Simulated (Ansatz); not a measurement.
F₂SZn₂

Input file:

```
crystal:
  periodic: [false, false, false]
  atoms:
    - {symbol: Zn, position_ang: [1.095641, -1.131570, -0.268931]}
    - {symbol: Zn, position_ang: [-1.137720, 1.120671, -0.053981]}
    - {symbol: S, position_ang: [-0.208254, -0.053985, -1.598054]}
    - {symbol: F, position_ang: [2.170819, -2.031013, 0.763616]}
    - {symbol: F, position_ang: [-1.920496, 2.095897, 1.157360]}
basis:
  gaussian: {orbitals: def2-TZVP, initial_orbitals: start.molden}
hamiltonian: {xc: pbe0, dispersion: d4}
scf: {omitted_lower_state_checks: [starts]}
output: {orbitals: {seedname: orbitals}}
```

Run with:

```sh
ansatz run in.yaml --threads 4 --pin off --events-out ev --progress --plain --max-ram 3916MiB
```

Geometry: PBE0-D4/def2-SVP.

Method: Ansatz, RKS PBE0-D4/def2-TZVP.

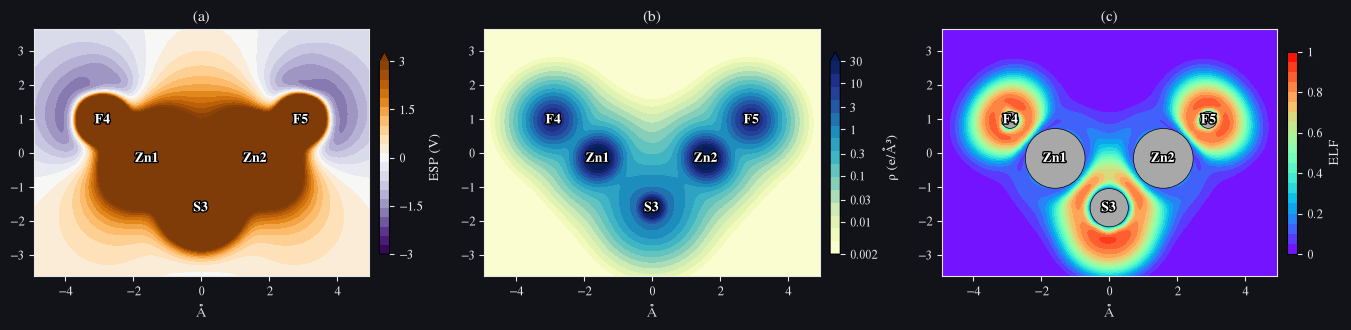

Figure 1. (a) electrostatic potential; (b) electron density; (c) electron localisation function on the molecular plane. Grey discs cover the atomic cores in the ELF map.

Q: What does the map show?

A: Atoms in the plane: Zn, S and F. Zn–F (1.74 Å): the density is about 0.92 e/Å³ at the midpoint; the ELF peaks at about 0.80 in the valence shell of F, 0.5 Å from its nucleus, and is about 0.15 at the midpoint. Zn–S (2.15 Å): ρ is about 0.69 e/Å³ halfway; the ELF peaks at about 0.80 in the valence shell of S, 0.9 Å from its nucleus, and is about 0.55 at the midpoint. The ELF also peaks beside S3, F4 and F5, away from the bonds: lone-pair regions. Outside the dense part of the molecule the potential is most negative (−1.8 V) near F4 and F5.

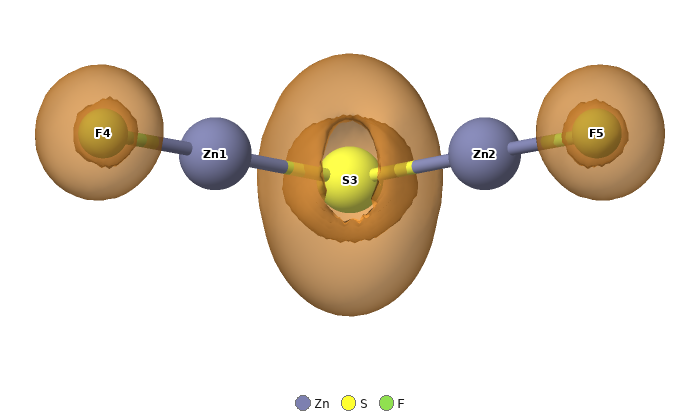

Figure 2. Isosurface of the ELF at 0.75 (orange), seen from one side. Core shells and regions of very low density are left out.

Q: Identify the bonds, lone pairs and shells in this picture.

A: The ELF exceeds this value in two regions wrapped around F (the valence shell of each) and one region wrapped around S (its valence shell).

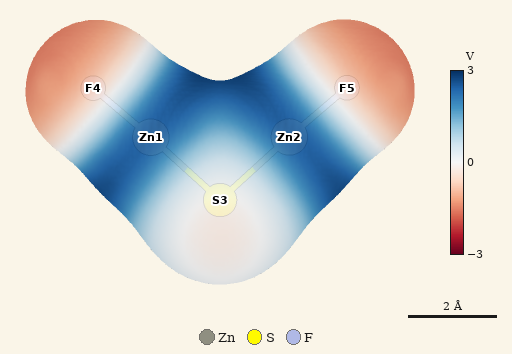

Figure 3. The molecular electrostatic potential painted on the density surface at 0.002 e/bohr³, seen across its widest extent; the colour scale runs from red (negative) to blue (positive).

Q: Describe the electrostatic potential map.

A: The most negative region (about −1.5 V) lies over F4 and F5, the most positive (about +2.8 V) over Zn1 and Zn2.
